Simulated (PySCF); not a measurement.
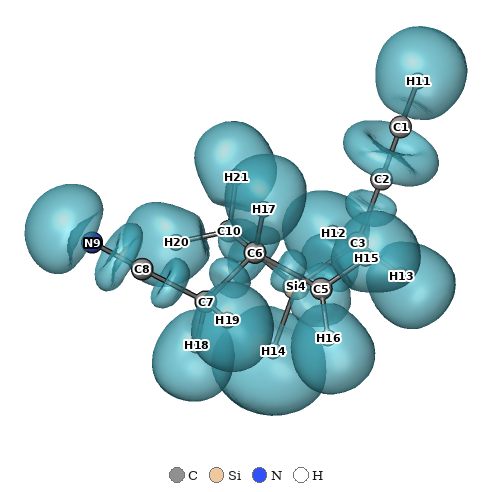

Figure. C8H11NSi. Isosurface of the ELF at 0.8 (cyan), seen at an oblique angle. Core shells and regions of very low density are left out.

Geometry: GFN2-xTB.

Method: PySCF 2.14.0, PBE0/pcSseg-1, SCF density, gas phase, non-relativistic.

```yaml
atoms:
  - { symbol: C, position_ang: [3.4160, 1.2031, -0.0649] }
  - { symbol: C, position_ang: [2.9966, 0.0826, -0.1079] }
  - { symbol: C, position_ang: [2.4554, -1.2539, -0.1508] }
  - { symbol: Si, position_ang: [0.5531, -1.2409, 0.0181] }
  - { symbol: C, position_ang: [-0.1822, -0.1053, 1.3699] }
  - { symbol: C, position_ang: [-1.0313, 0.6410, 0.3176] }
  - { symbol: C, position_ang: [-2.5106, 0.2668, 0.4388] }
  - { symbol: C, position_ang: [-3.2906, 0.8934, -0.5960] }
  - { symbol: N, position_ang: [-3.8954, 1.4006, -1.4232] }
  - { symbol: C, position_ang: [-0.4035, 0.0788, -0.9771] }
  - { symbol: H, position_ang: [3.8078, 2.1754, -0.0342] }
  - { symbol: H, position_ang: [2.7406, -1.7257, -1.0923] }
  - { symbol: H, position_ang: [2.8943, -1.8432, 0.6558] }
  - { symbol: H, position_ang: [0.0353, -2.6154, -0.0275] }
  - { symbol: H, position_ang: [0.5465, 0.5532, 1.8380] }
  - { symbol: H, position_ang: [-0.7726, -0.5569, 2.1638] }
  - { symbol: H, position_ang: [-0.9354, 1.7271, 0.3926] }
  - { symbol: H, position_ang: [-2.6229, -0.8184, 0.3555] }
  - { symbol: H, position_ang: [-2.9062, 0.5866, 1.4081] }
  - { symbol: H, position_ang: [-1.1401, -0.2431, -1.7098] }
  - { symbol: H, position_ang: [0.2364, 0.8111, -1.4654] }
```

Describe the localisation domains.

At this value the surface marks out six regions between bonded C–C atoms (shared pairs), one region between bonded C–N atoms (shared pairs), three regions between bonded C–Si atoms (shared pairs), eleven regions around hydrogen nuclei and one lobe on N, pointing away from the bonds (lone pairs). Along the contacts the grid gives the following. C–N (1.14 Å): the ELF peaks at about 0.85 between the atoms; a multiple bond. C–C (1.20 Å): the ELF peaks at about 0.85 between the atoms: a multiple bond.
